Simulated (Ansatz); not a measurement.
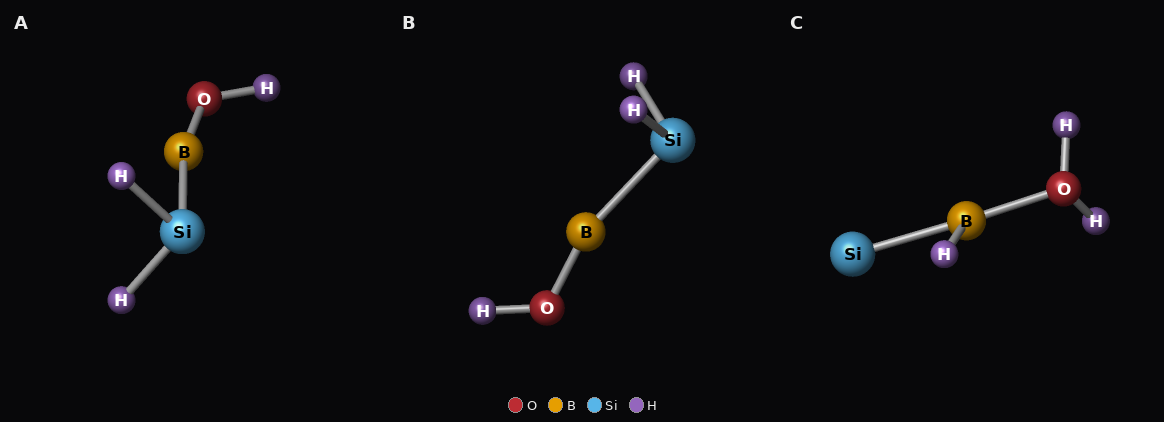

3 stationary structures of one formula. Geometries: PBE0-D4/def2-TZVP. Electronic energies: PBE-D4/def2-TZVPP (Ansatz 0.2.0), without zero-point energy. No frequency run is at hand to confirm each as a minimum.

Rank them by energy, lowest first.

Answer. B is lowest (Cs); A lies 1.1 kJ/mol above it (Cs), C lies 255.7 kJ/mol above it.
